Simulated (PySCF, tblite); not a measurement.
**C5H9N2PSi: geometry, infrared bands and NMR shifts**

What infrared bands and NMR shifts should C5H9N2PSi (`P[SiH2]/N=C\n1cccc1`) show?

The runs use tblite 0.8.0 and PySCF 2.14.0, with density-fitted response routines of our own; the level of theory stands in each step. All values are computed, except where a source is named. Atoms are numbered from 0 throughout.

**1. The molecule as given**

18 atoms, charge 0, multiplicity 1; geometry from: force field or distance geometry start.

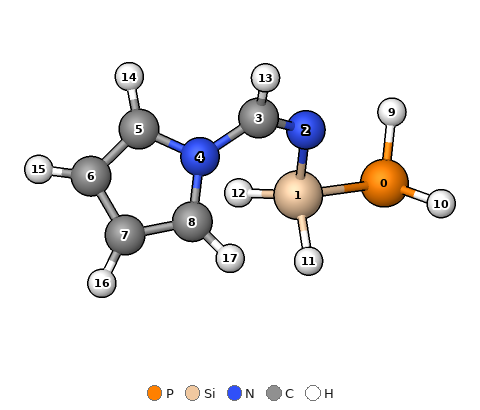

The starting geometry (phosphorus orange, silicon light orange, nitrogen blue, carbon grey, hydrogen white), atoms numbered.

**2. Optimising the geometry with GFN2-xTB**

What the job is given:

```
{"job": {"kind": "relax", "xc": "GFN2-xTB", "basis": "xTB"}, "charge": 0, "multiplicity": 1}
P      3.876700    -1.181800    -0.529400
Si     1.686500    -0.795100    -0.231500
N      1.525800     0.970600    -0.256700
C      0.344600     1.524500    -0.273400
N     -0.866500     0.768000    -0.233300
C     -1.821300     0.894000    -1.202800
C     -2.881100     0.065900    -0.943400
C     -2.542100    -0.587800     0.241300
C     -1.289900    -0.142700     0.653900
H      4.306700    -0.165100    -1.482500
H      4.484200    -0.783400     0.746500
H      1.394600    -1.381200     1.107400
H      0.968700    -1.480000    -1.291500
H      0.299700     2.597300    -0.291200
H     -1.762300     1.566700    -2.062500
H     -3.778600    -0.046900    -1.515800
H     -3.169600    -1.331900     0.745300
H     -0.785000    -0.484900     1.543400
```

Command:

```
$ OMP_NUM_THREADS=1 python probes_run.py task.json out
```

This one command runs all jobs of the session in turn.

Log:

```text
step      E/eV     max force
  0    -689.86810    3.415
  1    -690.10590    2.954
  2    -690.23609    1.071
  3    -690.35302    1.095
  4    -690.46459    1.082
  5    -690.51325    0.680
  6    -690.53618    0.333
  7    -690.54179    0.295
  8    -690.54835    0.230
  9    -690.55412    0.217
 10    -690.55889    0.218
 11    -690.56398    0.217
 12    -690.57028    0.199
 13    -690.57803    0.230
 14    -690.58545    0.206
 15    -690.59110    0.184
 16    -690.59547    0.133
 17    -690.60021    0.206
 18    -690.60622    0.268
 19    -690.61266    0.223
 20    -690.61850    0.217
 21    -690.62330    0.159
 22    -690.62729    0.170
 23    -690.63103    0.162
 24    -690.63509    0.160
 25    -690.63996    0.186
 26    -690.64587    0.208
 27    -690.65200    0.249
 28    -690.65715    0.203
 29    -690.66124    0.167
 30    -690.66544    0.156
 31    -690.67153    0.285
 32    -690.67945    0.309
 33    -690.68751    0.228
 34    -690.69509    0.177
 35    -690.70267    0.240
 36    -690.71188    0.374
 37    -690.72335    0.392
 38    -690.73312    0.224
 39    -690.74072    0.296
 40    -690.75053    0.261
 41    -690.76005    0.273
 42    -690.76559    0.191
 43    -690.77007    0.129
 44    -690.77346    0.163
 45    -690.77705    0.200
 46    -690.78189    0.176
 47    -690.78661    0.139
 48    -690.79035    0.193
 49    -690.79155    0.308
 50    -690.79713    0.182
 51    -690.80115    0.145
 52    -690.80643    0.131
 53    -690.81028    0.143
 54    -690.81568    0.172
 55    -690.82024    0.140
 56    -690.82513    0.106
 57    -690.82699    0.095
 58    -690.82868    0.134
 59    -690.83039    0.135
 60    -690.83215    0.083
 61    -690.83350    0.073
 62    -690.83443    0.060
 63    -690.83514    0.069
 64    -690.83578    0.064
 65    -690.83638    0.049
 66    -690.83694    0.053
 67    -690.83742    0.050
 68    -690.83787    0.061
 69    -690.83839    0.068
 70    -690.83908    0.062
 71    -690.83996    0.072
 72    -690.84087    0.071
 73    -690.84165    0.061
 74    -690.84228    0.065
 75    -690.84285    0.060
 76    -690.84337    0.057
 77    -690.84390    0.061
 78    -690.84444    0.047
 79    -690.84489    0.049
 80    -690.84525    0.047
 81    -690.84557    0.041
 82    -690.84595    0.047
 83    -690.84657    0.064
 84    -690.84743    0.074
 85    -690.84829    0.075
 86    -690.84888    0.058
 87    -690.84927    0.049
 88    -690.84969    0.067
 89    -690.85024    0.068
 90    -690.85086    0.065
 91    -690.85146    0.050
 92    -690.85187    0.041
 93    -690.85225    0.051
 94    -690.85262    0.041
 95    -690.85299    0.046
 96    -690.85337    0.055
 97    -690.85387    0.072
 98    -690.85444    0.069
 99    -690.85486    0.047
100    -690.85510    0.042
101    -690.85534    0.036
102    -690.85564    0.044
103    -690.85605    0.044
104    -690.85685    0.065
105    -690.85796    0.082
106    -690.85945    0.083
107    -690.86095    0.082
108    -690.85969    0.233
109    -690.86236    0.204
110    -690.86402    0.095
111    -690.86604    0.090
112    -690.86830    0.210
113    -690.87172    0.104
114    -690.87748    0.091
115    -690.88061    0.225
116    -690.88402    0.108
117    -690.88605    0.095
118    -690.88894    0.209
119    -690.89276    0.181
120    -690.89564    0.151
121    -690.89941    0.121
122    -690.90164    0.114
123    -690.90550    0.138
124    -690.90904    0.135
125    -690.91160    0.128
126    -690.91417    0.119
127    -690.91719    0.139
128    -690.92049    0.139
129    -690.92364    0.184
130    -690.92629    0.187
131    -690.92904    0.184
132    -690.93224    0.164
133    -690.93405    0.154
134    -690.93651    0.134
135    -690.93823    0.106
136    -690.93895    0.180
137    -690.94282    0.103
138    -690.94547    0.092
139    -690.94839    0.107
140    -690.94967    0.112
141    -690.95186    0.110
142    -690.95380    0.093
143    -690.95491    0.103
144    -690.95617    0.096
145    -690.95753    0.094
146    -690.95879    0.093
147    -690.95966    0.070
148    -690.96054    0.077
149    -690.96104    0.048
150    -690.96143    0.038
151    -690.96183    0.037
152    -690.96211    0.044
153    -690.96242    0.041
154    -690.96265    0.027
155    -690.96283    0.022
156    -690.96294    0.020
157    -690.96302    0.022
158    -690.96308    0.018
159    -690.96312    0.013
160    -690.96316    0.011
161    -690.96319    0.010
162    -690.96323    0.011
163    -690.96326    0.011
164    -690.96329    0.014
165    -690.96333    0.012
166    -690.96336    0.011
167    -690.96339    0.012
168    -690.96342    0.012
169    -690.96346    0.015
170    -690.96352    0.019
171    -690.96360    0.024
172    -690.96369    0.023
173    -690.96379    0.021
174    -690.96389    0.022
175    -690.96400    0.024
176    -690.96409    0.020
177    -690.96415    0.013
178    -690.96418    0.010
179    -690.96420    0.010
180    -690.96423    0.011
181    -690.96426    0.012
182    -690.96429    0.012
183    -690.96432    0.013
184    -690.96434    0.012
185    -690.96437    0.009
```

Wall time 1.8 s (1 thread of Arm Neoverse V1, shared host).

Relaxation path: (not every step is listed)

| step | energy from step 0 (eV) | largest force (eV/Å) |
| --- | --- | --- |
| 0 | 0.0000 | 3.4150 |
| 1 | -0.2378 | 2.9541 |
| 2 | -0.3680 | 1.0709 |
| 3 | -0.4849 | 1.0949 |
| 4 | -0.5965 | 1.0816 |
| 5 | -0.6451 | 0.6802 |
| 6 | -0.6681 | 0.3335 |
| 7 | -0.6737 | 0.2953 |
| 8 | -0.6803 | 0.2299 |
| 25 | -0.7719 | 0.1855 |
| 42 | -0.8975 | 0.1913 |
| 59 | -0.9623 | 0.1349 |
| 76 | -0.9753 | 0.0568 |
| 93 | -0.9841 | 0.0509 |
| 110 | -0.9959 | 0.0949 |
| 127 | -1.0491 | 0.1388 |
| 144 | -1.0881 | 0.0955 |
| 161 | -1.0951 | 0.0103 |
| 178 | -1.0961 | 0.0103 |
| 180 | -1.0961 | 0.0112 |
| 181 | -1.0962 | 0.0124 |
| 182 | -1.0962 | 0.0116 |
| 183 | -1.0962 | 0.0126 |
| 184 | -1.0962 | 0.0116 |
| 185 | -1.0963 | 0.0091 |

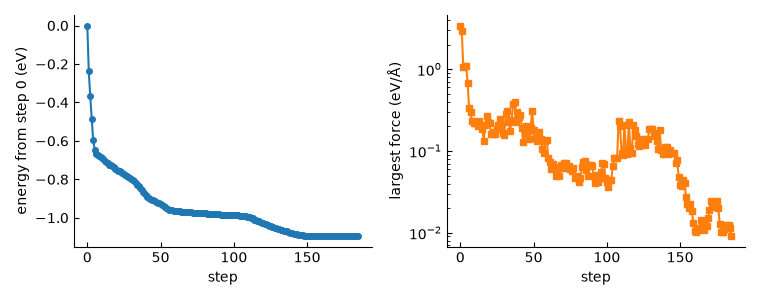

Energy and largest force along the relaxation.

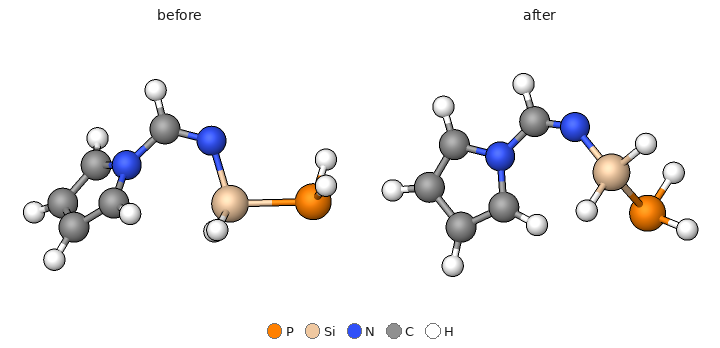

The geometry before (left) and after (right).

Distances of close pairs at the start and the end, largest changes first:

| bond | before (Å) | after (Å) | change (Å) |
| --- | --- | --- | --- |
| P0–H10 | 1.468 | 1.381 | -0.087 |
| P0–H9 | 1.458 | 1.381 | -0.077 |
| Si1–N2 | 1.773 | 1.709 | -0.064 |
| C3–N4 | 1.429 | 1.373 | -0.055 |
| N2–C3 | 1.305 | 1.253 | -0.052 |
| N4–C8 | 1.340 | 1.375 | +0.035 |
| C7–C8 | 1.392 | 1.358 | -0.033 |
| Si1–H11 | 1.490 | 1.463 | -0.028 |

The end geometry stands in the next job.

**3. Harmonic vibrations with GFN2-xTB**

What the job is given:

```
{"job": {"kind": "ir", "xc": "GFN2-xTB", "basis": "xTB"}, "charge": 0, "multiplicity": 1}
P      2.677529    -1.557007    -0.926663
Si     2.179412    -0.227924     0.819172
N      1.361614     1.141952     0.205657
C      0.248362     1.479164    -0.259667
N     -0.888020     0.731765    -0.448373
C     -2.101183     1.267042    -0.822408
C     -3.011563     0.264325    -0.916758
C     -2.335073    -0.945573    -0.602251
C     -1.045026    -0.628437    -0.318190
H      3.503729    -0.643640    -1.551494
H      3.739131    -2.174443    -0.294181
H      3.348184     0.369037     1.464798
H      1.447723    -1.082350     1.765648
H      0.109205     2.519290    -0.567388
H     -2.211804     2.322204    -0.978935
H     -4.045411     0.363240    -1.181655
H     -2.764936    -1.927363    -0.594050
H     -0.220633    -1.264966    -0.069678
```

Log:

```text
mode    cm-1     km/mol
  1      35.2      0.54
  2      51.3      0.04
  3      89.4      8.03
  4      97.3      0.15
  5     151.4      4.38
  6     184.9      2.94
  7     245.9      7.36
  8     368.2     11.39
  9     457.0     59.61
 10     465.9     28.36
 11     505.4     15.72
 12     572.3     12.57
 13     577.3     22.64
 14     587.0     44.62
 15     660.8    184.95
 16     690.7      9.01
 17     712.1    188.99
 18     744.4     56.88
 19     756.0     10.03
 20     771.3      7.02
 21     798.3     92.36
 22     822.4    219.04
 23     830.0      0.38
 24     831.0     32.04
 25     848.3      0.29
 26     876.3     12.59
 27     968.1     14.43
 28    1081.2     14.81
 29    1084.3      7.63
 30    1099.7     19.16
 31    1150.1     16.17
 32    1189.5      1.98
 33    1290.7     55.38
 34    1323.1    156.45
 35    1387.9      9.92
 36    1418.3     67.60
 37    1473.6    205.18
 38    1573.4      6.59
 39    1727.6    685.75
 40    2172.2    231.32
 41    2249.9    232.80
 42    2318.5    100.27
 43    2405.5    152.37
 44    2910.5     44.82
 45    3159.4      4.76
 46    3168.3     12.31
 47    3176.9     36.32
 48    3185.8     10.28
```

It took 0.84 s on 1 thread of Arm Neoverse V1, shared host.

Which atoms move in the most intense modes:

| cm⁻¹ | km/mol | atoms |
| --- | --- | --- |
| 661 | 184.9 | H11 37 %, H10 25 %, H9 22 % |
| 712 | 189.0 | H12 28 %, H9 28 %, H11 22 %, H10 11 % |
| 822 | 219.0 | H12 24 %, H11 20 %, Si1 17 % |
| 1323 | 156.4 | N4 27 %, C6 17 %, C3 11 %, C7 10 % |
| 1474 | 205.2 | C8 30 %, C5 27 %, C7 15 %, C6 12 % |
| 1728 | 685.8 | C3 51 %, N2 47 % |
| 2172 | 231.3 | H12 95 % |
| 2250 | 232.8 | H11 96 % |

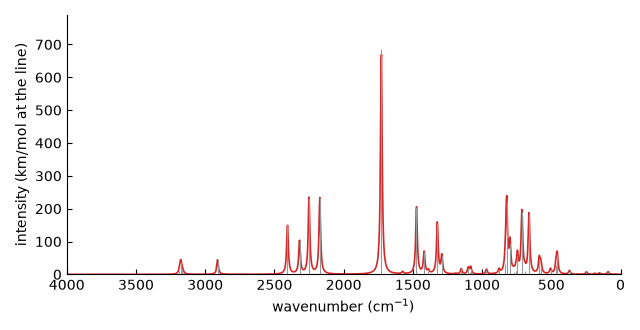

The infrared spectrum from these modes, unscaled. Lines are broadened to a width of 14 cm⁻¹ (Lorentzian).

**4. Shielding tensors: PBE0/pcSseg-1**

The job, as its differences from that of step 3:

```diff
@@ -1,2 +1,2 @@
-{"job": {"kind": "ir", "xc": "GFN2-xTB", "basis": "xTB"}, "charge": 0, "multiplicity": 1}
+{"job": {"kind": "nmr", "xc": "PBE0", "basis": "pcSseg-1"}, "charge": 0, "multiplicity": 1}
 P      2.677529    -1.557007    -0.926663
```

Level: GIAO PBE0/pcSseg-1 NMR shielding, non-relativistic, gas phase.

Log:

```text
coarse grid: 16384 points
cycle   1  E = -935.4768274426  dE =  1.597e+00  |g| = 5.994e-01  |ddm| = 4.035e+00
cycle   2  E = -935.2938779759  dE =  1.829e-01  |g| = 1.095e+00  |ddm| = 1.509e+00
cycle   3  E = -935.5570704070  dE = -2.632e-01  |g| = 1.383e-01  |ddm| = 1.027e+00
cycle   4  E = -935.5614408681  dE = -4.370e-03  |g| = 4.586e-02  |ddm| = 1.713e-01
cycle   5  E = -935.5619173612  dE = -4.765e-04  |g| = 1.320e-02  |ddm| = 5.299e-02
cycle   6  E = -935.5619554232  dE = -3.806e-05  |g| = 5.302e-03  |ddm| = 1.767e-02
cycle   7  E = -935.5619620964  dE = -6.673e-06  |g| = 1.423e-03  |ddm| = 5.727e-03
final grid: 150224 points
cycle   8  E = -935.6118821369  dE = -3.979e-05  |g| = 8.242e-03  |ddm| = 4.496e-02
cycle   9  E = -935.6118734486  dE =  8.688e-06  |g| = 1.049e-02  |ddm| = 1.852e-02
cycle  10  E = -935.6118984425  dE = -2.499e-05  |g| = 1.531e-03  |ddm| = 1.045e-02
cycle  11  E = -935.6118989890  dE = -5.465e-07  |g| = 3.555e-04  |ddm| = 1.602e-03
cycle  12  E = -935.6118990173  dE = -2.831e-08  |g| = 1.194e-04  |ddm| = 4.080e-04
cycle  13  E = -935.6118990202  dE = -2.852e-09  |g| = 3.223e-05  |ddm| = 1.087e-04
cycle  14  E = -935.6118990203  dE = -1.537e-10  |g| = 1.649e-05  |ddm| = 3.569e-05
converged SCF energy = -935.6118990203

GIAO shielding tensors (ppm)
atom      isotropic    diamagn.    paramagn.     s11        s22        s33       span
  0 P      622.589     968.026    -345.437    545.907    618.986    702.874    156.966
  1 Si     401.703     881.218    -479.515    365.383    393.860    445.865     80.482
  2 N        2.104     332.327    -330.223   -209.130    -69.307    284.750    493.880
  3 C       36.230     247.462    -211.232    -59.781     67.851    100.620    160.401
  4 N       38.827     334.385    -295.558    -47.811     20.778    143.514    191.325
  5 C       61.068     248.330    -187.262    -16.455     66.843    132.816    149.270
  6 C       67.623     258.104    -190.481    -17.929     57.291    163.506    181.435
  7 C       66.203     256.664    -190.461    -21.438     58.311    161.736    183.174
  8 C       64.480     254.614    -190.134    -23.732     71.962    145.210    168.942
  9 H       30.447      29.557       0.890     25.035     27.675     38.633     13.598
 10 H       30.800      28.911       1.889     25.824     26.543     40.033     14.208
 11 H       25.781      29.436      -3.655     21.743     24.358     31.242      9.499
 12 H       25.994      31.123      -5.129     23.039     24.971     29.973      6.933
 13 H       23.440      28.738      -5.299     17.380     24.994     27.945     10.565
 14 H       24.895      29.749      -4.855     22.001     26.151     26.531      4.530
 15 H       25.118      30.719      -5.601     22.801     25.732     26.821      4.020
 16 H       25.013      32.350      -7.337     22.356     25.408     27.276      4.920
 17 H       24.315      34.525     -10.210     19.645     23.488     29.811     10.166
```

It took 38 s on 1 thread of Arm Neoverse V1, shared host; peak memory 0.95 GiB.

Shifts follow as δ = σ(reference) − σ, with reference shieldings (ppm) from runs at the same level and on the same kind of geometry: ¹H TMS 31.72, ¹³C TMS 186.9, ²⁹Si TMS 349.2, ¹⁵N NH3 267.7, ³¹P H3PO4 318.4. The references are single molecules in the gas phase, so shifts against H2O, NH3, PH3, H3PO4 or CFCl3 are not on the usual liquid scales and can be off by tens of ppm. Atoms listed in one row are averaged.

| atoms | environment | σ (ppm) | δ (ppm) | δ scaled to CDCl3 |
| --- | --- | --- | --- | --- |
| C3 | C=N carbon | 36.2 | 150.7 | 145.2 |
| C5, C8 | aromatic CH next to a ring nitrogen | 62.8 | 124.2 | 119.3 |
| C6, C7 | aromatic CH | 66.9 | 120.0 | 115.2 |
| H13 | hydrogen on a C=N carbon | 23.44 | 8.28 | 7.91 |
| H14, H17 | hydrogen on an aromatic CH next to a ring nitrogen | 24.60 | 7.11 | 6.81 |
| H15, H16 | hydrogen on an aromatic CH | 25.07 | 6.65 | 6.38 |
| H11, H12 | hydrogen on a silicon bonded to N, P | 25.89 | 5.83 | – |
| H9, H10 | hydrogen on a phosphorus bonded to Si | 30.62 | 1.09 | – |
| P0 | phosphorus bonded to Si, 2 H | 622.6 | -304.2 | – |
| Si1 | silicon bonded to N, P, 2 H | 401.7 | -52.5 | – |
| N2 | imine nitrogen | 2.1 | 265.6 | – |
| N4 | pyrrole-type ring nitrogen | 38.8 | 228.9 | – |

The scaled column applies a straight-line fit of computed shieldings to shifts measured in CDCl3 (root-mean-square error 0.16 ppm for H, 1.9 ppm for C).

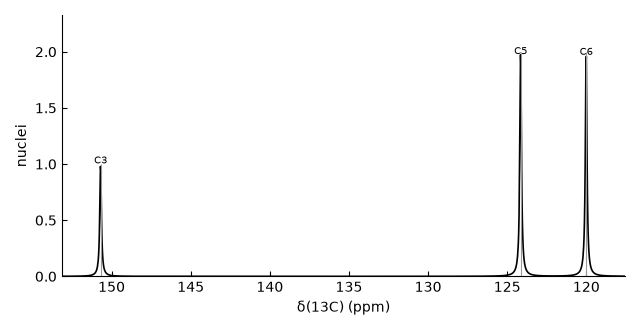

¹³C lines at the computed shifts, without couplings. Lines are broadened to a width of 0.12 ppm (Lorentzian).

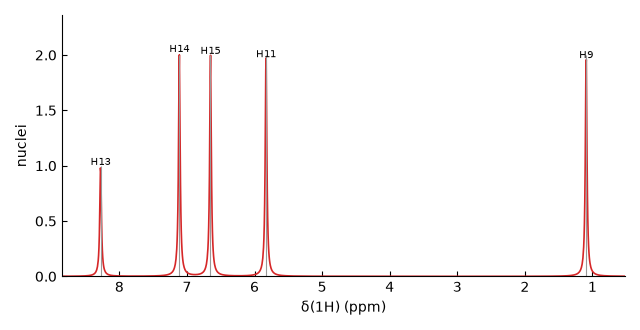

¹H lines at the computed shifts, without couplings. Lines are broadened to a width of 0.03 ppm (Lorentzian).

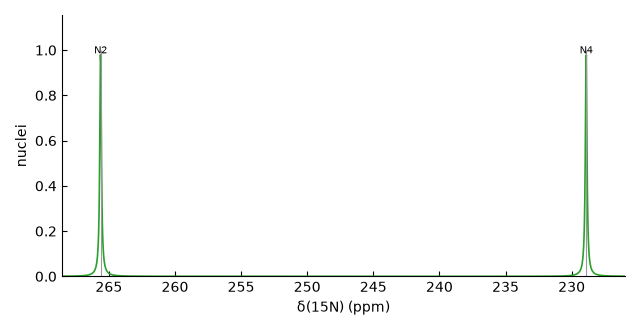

¹⁵N lines at the computed shifts, without couplings. Lines are broadened to a width of 0.15 ppm (Lorentzian).

Charges from the same density, by scheme (e):

| atoms | Mulliken | IAO | Hirshfeld | ESP fit |
| --- | --- | --- | --- | --- |
| P0 | -0.24 | -0.12 | -0.02 | -0.40 |
| Si1 | 0.47 | 0.71 | 0.31 | 0.64 |
| N2 | -0.63 | -0.59 | -0.27 | -0.64 |
| C3 | 0.45 | 0.16 | 0.11 | 0.36 |
| N4 | -0.60 | -0.08 | 0.00 | 0.33 |
| C5, C8 | 0.16 | -0.11 | -0.03 | -0.39 |
| C6, C7 | -0.16 | -0.20 | -0.08 | -0.16 |

IAO charges:

P0 -0.12; Si1 0.71; N2 -0.59; C3 0.16; N4 -0.08; C5 -0.11; C6 -0.20; C7 -0.19; C8 -0.10; H9 0.00; H10 0.00; H11 -0.13; H12 -0.14; H13 0.14; H14 0.16; H15 0.16; H16 0.17; H17 0.16

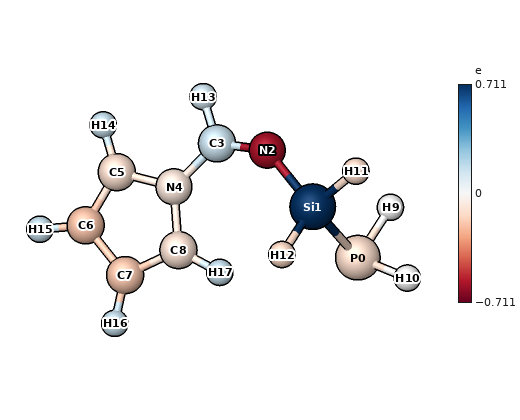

IAO charges, as colours on the atoms.

Mayer bond orders: P0–Si1 1.00, Si1–N2 0.98, N2–C3 1.86, C3–N4 1.01, N4–C5 1.07, C5–C6 1.57, C6–C7 1.30, C7–C8 1.59, C8–N4 1.05.

Ring of atoms N4, C5, C6, C7, C8: NICS(0) -11.4, NICS(1) -10.0, NICS(1)zz -25.1 ppm (means of both faces).

**5. Outcome**

```
                                                               quantity                             value
                              strongest single infrared mode (GFN2-xTB)             1728 cm⁻¹, 686 km/mol
                                           zero-point energy (GFN2-xTB)                     79.0 kcal/mol
¹³C shifts against TMS (PBE0/pcSseg-1, means over atoms taken as alike)           150.7, 124.2, 120.0 ppm
 ¹H shifts against TMS (PBE0/pcSseg-1, means over atoms taken as alike)  8.28, 7.11, 6.65, 5.83, 1.09 ppm
                               ³¹P shifts against H3PO4 (PBE0/pcSseg-1)                        -304.2 ppm
                                ²⁹Si shifts against TMS (PBE0/pcSseg-1)                         -52.5 ppm
                                 ¹⁵N shifts against NH3 (PBE0/pcSseg-1)                  265.6, 228.9 ppm
```

**Reading.** Over 185 steps the energy fell by 1.096 eV; of the close pairs, P0–H10 changed most, 1.468 to 1.381 Å. No mode is imaginary among the 48: a minimum at this level. The strongest single mode, at 1728 cm⁻¹, moves mainly C3 and N2. GFN2-xTB is a fitted tight-binding method: band positions and strengths are rough. Its intensities can rank the bands wrongly. At PBE0/pcSseg-1: The largest span, 494 ppm, is at N2, where the paramagnetic term is -330 ppm. NICS(1)zz of -25 ppm above the planar ring from N4 marks a diatropic (aromatic) ring current.
